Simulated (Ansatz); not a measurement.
CH₄AlBO

The calculation's input:

```
crystal:
  periodic: [false, false, false]
  atoms:
    - {symbol: B, position_ang: [-1.415348, 1.022153, 0.090439]}
    - {symbol: Al, position_ang: [0.489223, 0.205657, 0.525457]}
    - {symbol: C, position_ang: [1.196608, -1.063930, -0.771313]}
    - {symbol: O, position_ang: [0.642588, -1.730640, 0.124736]}
    - {symbol: H, position_ang: [-2.409538, 0.353730, 0.026077]}
    - {symbol: H, position_ang: [-1.579151, 2.189505, -0.133448]}
    - {symbol: H, position_ang: [1.502481, 0.590319, 1.682553]}
    - {symbol: H, position_ang: [1.665336, -1.624093, -1.600200]}
basis:
  gaussian: {orbitals: def2-TZVPP}
hamiltonian: {xc: pbe0, dispersion: d4}
output: {orbitals: {seedname: orbitals}}
```

Command:

```sh
ansatz run in.yaml --threads 2 --pin off --events-out ev --progress --plain --max-ram 4352MiB
```

Geometry: PBE0-D4/def2-TZVP.

The calculation used RKS PBE0-D4/def2-TZVPP (Ansatz).

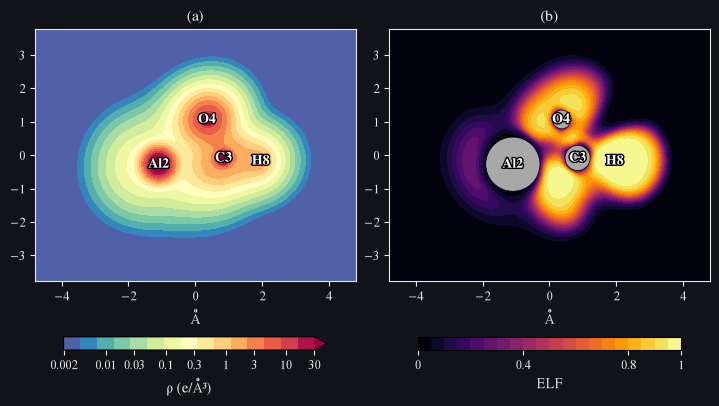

Figure 1. (a) electron density; (b) electron localisation function on the plane of atoms C3, Al2 and O4. Grey discs cover the atomic cores in the ELF map.

Q: Interpret the plot.

A: The section cuts through Al, C, O and H sites. C–O (1.25 Å): the density is about 3.1 e/Å³ at the midpoint; the ELF peaks at about 0.85 between the atoms; a polar covalent bond. C–Al (1.95 Å): ρ at the midpoint is about 0.57 e/Å³; the ELF peaks at about 0.80 in the valence shell of C, 0.7 Å from its nucleus, and is about 0.50 at the midpoint. Al–O (1.98 Å): ρ is about 0.48 e/Å³ halfway; the ELF peaks at about 0.85 in the valence shell of O, 0.5 Å from its nucleus, and is about 0.30 at the midpoint. C–H (1.10 Å): ρ at the midpoint is about 2 e/Å³; the ELF climbs to about 1 towards the hydrogen, as it does in any bond to H (an ordinary covalent bond to hydrogen). The ELF also peaks beside O4, away from the bonds: lone-pair regions.

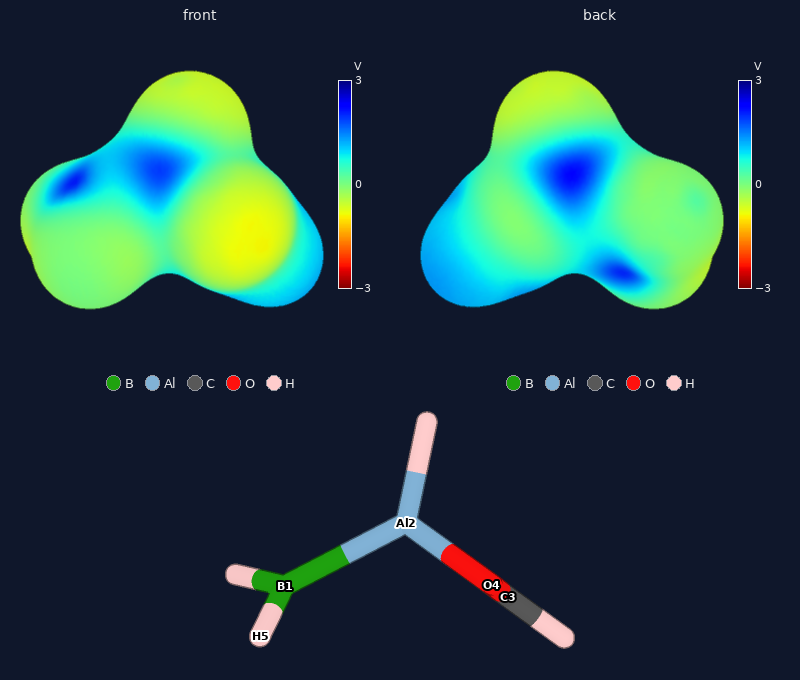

Figure 2. The electrostatic potential painted on the density surface at 0.002 e/bohr³, seen from the front and from behind; red is negative and blue positive. The bare structure is drawn below in the same view.

Q: Where is the surface potential most negative and most positive?

A: The most negative region (about −0.9 V) lies over O4, the most positive (about +2.1 V) over B1 and Al2.

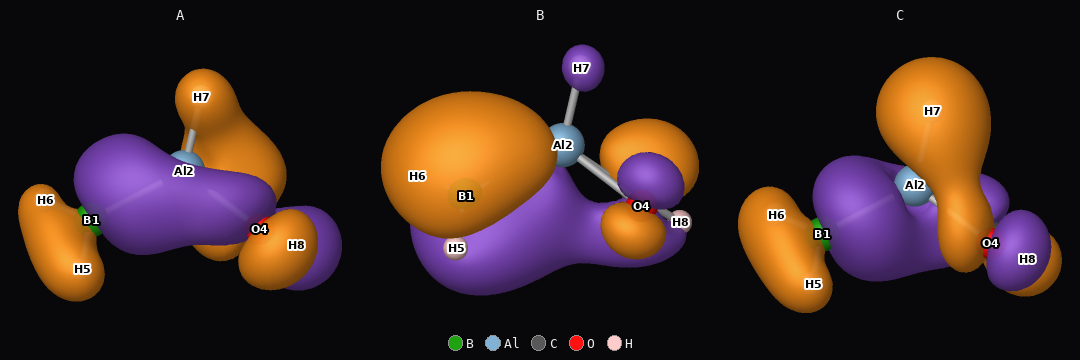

Figure 3. Three frontier orbitals at ±0.08 Å⁻³ᐟ² (orange and purple are the two phases), in no order.

Q: Order the three orbitals by energy and name them.

A: C is the HOMO−1 (−7.59 eV). By Hirshfeld shares it lies mainly on Al2 (about 25 %), B1 (about 20 %), H7 (about 15 %), O4 (about 15 %) and C3 (about 10 %). A is the HOMO (−7.23 eV). It lies mainly on C3 (about 25 %), Al2 (about 20 %), O4 (about 20 %), B1 (about 20 %) and H8 (about 5 %). B is the LUMO (−2.48 eV). It lies mainly on B1 (about 50 %), Al2 (about 20 %), C3 (about 15 %) and O4 (about 5 %).

Q: What is the HOMO–LUMO gap?

A: 4.75 eV between the orbital energies.
